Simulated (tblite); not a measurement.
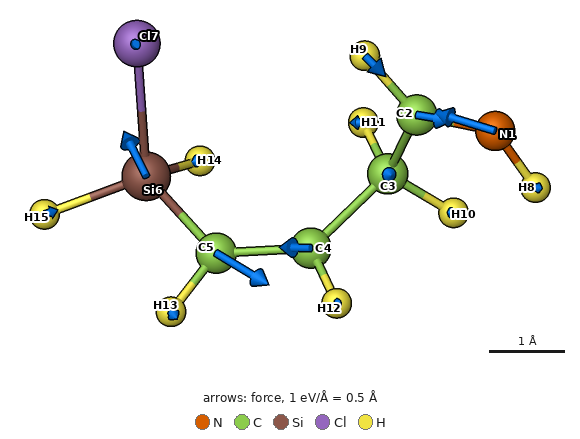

Starting geometry of C₄H₈ClNSi with the computed forces as blue arrows. The picture is a ball-and-stick view, seen at a tilt.

All numbers below come from tblite 0.8.0, GFN2-xTB geometry optimisation, gas phase. 

### Is this structure relaxed? If not, where do the atoms go?

It isn't relaxed: the largest force vector, on C5, is 2.00 eV/Å. The final displacements have little in common with the starting forces (cosine between the two patterns 0.13). The energy falls by 5.02 kcal/mol in 79 geometry steps. The atom that moves furthest after the best rigid fit is H8 (0.54 Å). By element the largest moves are H 0.54 Å, Cl 0.37 Å, N 0.35 Å, Si 0.20 Å, C 0.19 Å. Some distances before and after: C5–Si6 1.819 → 1.883 Å, N1–C2 1.276 → 1.250 Å, C2–H9 1.108 → 1.086 Å, Si6–Cl7 2.048 → 2.026 Å. Bond angles that change, for instance: C5–Si6–Cl7 103.1° → 110.3°, N1–C2–C3 123.8° → 128.2°, Si6–C5–H13 111.5° → 115.8°. The run took 1.3 s on 1 thread of Intel(R) Xeon(R) Processor @ 2.70GHz, on a shared host.
